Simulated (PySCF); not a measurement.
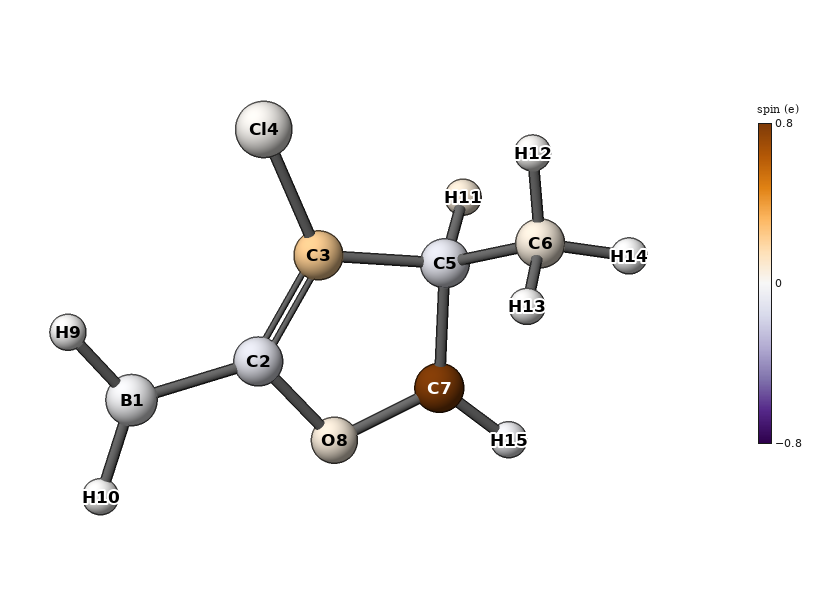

Atoms are coloured by their Mulliken spin populations. Charge 0, doublet. Computed geometry: GFN2-xTB optimisation. No frequency run is at hand to confirm it as a minimum. Method: UKS B3LYP, pcH-1 on B C Cl H O, non-relativistic (PySCF 2.14.0).

Which atom carries the largest spin population?

C7 (0.78 e).

Which atom has the lowest spin population?

C2, C5 (−0.09 e); a negative value comes from spin polarisation.

Give the Mulliken spin populations atom by atom.

| atom | value (e) |
| --- | --- |
| B1 | −0.02 |
| C2 | −0.09 |
| C3 | 0.23 |
| Cl4 | 0.02 |
| C5 | −0.09 |
| C6 | 0.06 |
| C7 | 0.78 |
| O8 | 0.07 |
| H9 | 0.00 |
| H10 | 0.00 |
| H11 | 0.07 |
| H12 | 0.01 |
| H13 | 0.00 |
| H14 | 0.00 |
| H15 | −0.04 |

Mulliken values depend strongly on the basis set. The geometry is semi-empirical. Around B such bond lengths and angles can be off by a tenth of an ångström or more and by several degrees, and values that hang on the shape move with them.
